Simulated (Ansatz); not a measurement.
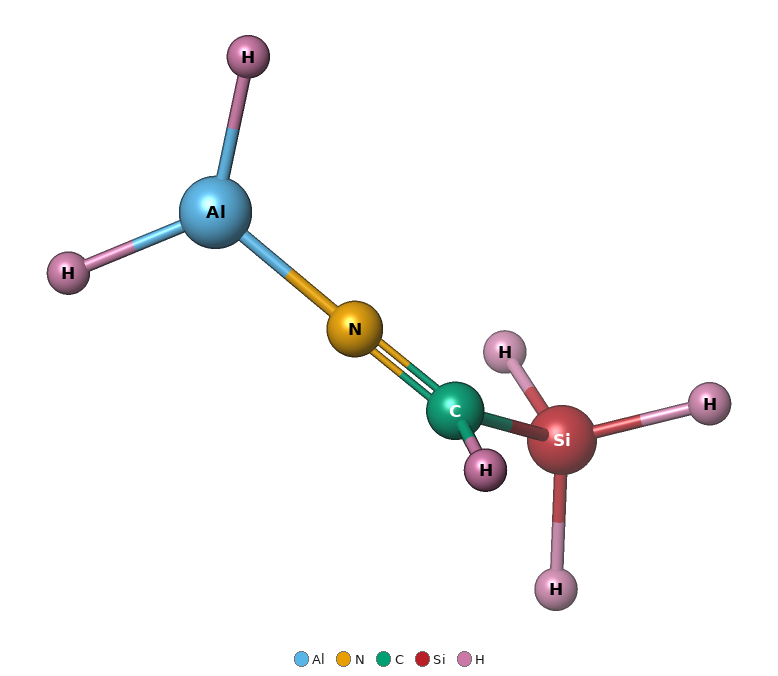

Depth is shown by fading: the farther an atom, the more it takes the colour of the background. Computed geometry: PBE0-D4/def2-TZVP optimisation.

Q: List the symmetry elements and name the point group.

A: It has 1 mirror plane, so the point group is Cs. The group has 2 operations. The geometry is achiral, and symmetry allows a dipole moment.
